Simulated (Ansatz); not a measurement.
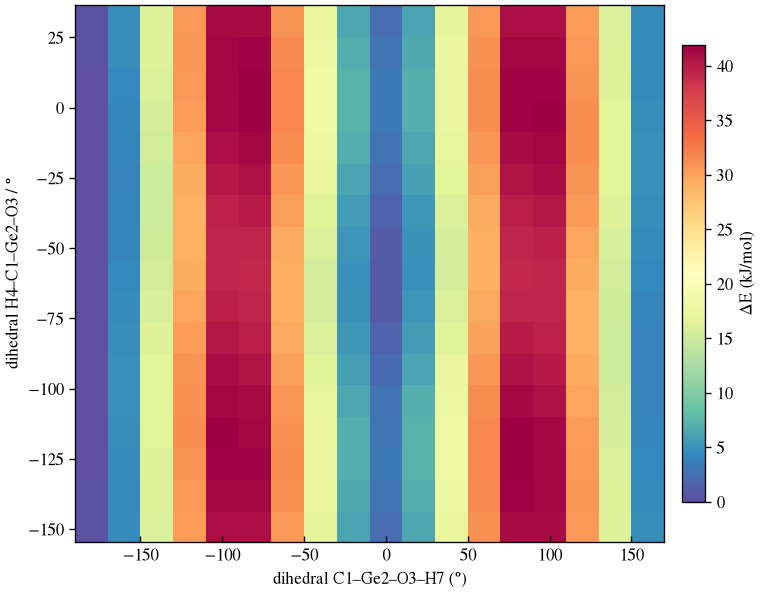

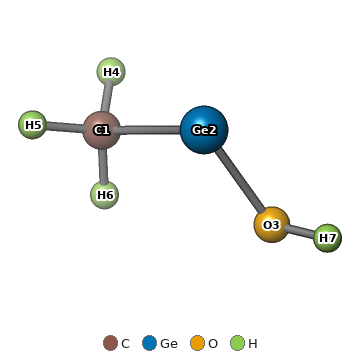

Energy landscape of CH4GeO, SMILES [CH3][Ge][OH]. The first coordinate is: dihedral C1–Ge2–O3–H7; the second: dihedral H4–C1–Ge2–O3. Nothing is relaxed (all other coordinates rigid). The scan uses an 18 × 17 grid. Energies are in kJ/mol, from the lowest grid point. These are results of RKS PBE-D4/def2-TZVP (Ansatz), not measurements.

In the figure: one coloured cell a grid point. The second picture is the structure at the lowest point.

Question: Describe this landscape.

Answer: The lowest grid point is at dihedral C1–Ge2–O3–H7 = −180°, dihedral H4–C1–Ge2–O3 = −104.0°. The energy also falls towards the edge at dihedral C1–Ge2–O3–H7 = 0°, dihedral H4–C1–Ge2–O3 = 31.0° (2.3 kJ/mol above the lowest) and dihedral C1–Ge2–O3–H7 = 0°, dihedral H4–C1–Ge2–O3 = −149.0° (2.3 kJ/mol above the lowest), where a further well may lie outside the range. A higher local minimum lies near dihedral C1–Ge2–O3–H7 = 0°, dihedral H4–C1–Ge2–O3 = −59.0° (0.9 kJ/mol above the lowest at that grid point). The highest grid point, dihedral C1–Ge2–O3–H7 = −80°, dihedral H4–C1–Ge2–O3 = 8.5°, lies 41.9 kJ/mol above the lowest.

Grid values (kJ/mol):

```csv
"dihedral H4–C1–Ge2–O3 ↓, dihedral C1–Ge2–O3–H7 →",−180,−140,−100,−60,−20,20,60,100,140
31.0,0.3,16.3,41.1,31.1,6.4,6.2,30.7,40.8,15.9
8.5,0.1,16.0,41.6,31.9,7.3,7.0,31.4,41.7,16.4
−14.0,0.0,15.3,40.8,31.5,6.9,6.5,30.8,41.5,16.7
−36.5,0.1,15.0,39.6,30.1,5.7,5.3,29.6,40.4,16.3
−59.0,0.1,15.4,39.3,29.1,4.9,4.9,29.1,39.3,15.4
−81.5,0.1,16.3,40.3,29.5,5.3,5.7,30.1,39.6,14.9
−104.0,0.0,16.7,41.5,30.8,6.5,6.9,31.5,40.7,15.2
−126.5,0.1,16.4,41.7,31.4,6.9,7.3,31.9,41.5,16.0
−149.0,0.3,15.9,40.9,30.7,6.2,6.4,31.1,41.2,16.3
```

The table holds every second grid line.

Each point was launched as `ansatz run input.yaml --threads 1 --pin off --max-ram 2560MiB --backend cpu --events-out ev --progress --plain --runs-dir out`. The whole map (306 points run) took 30 min on 1 thread of Arm Neoverse N1, on a shared host.
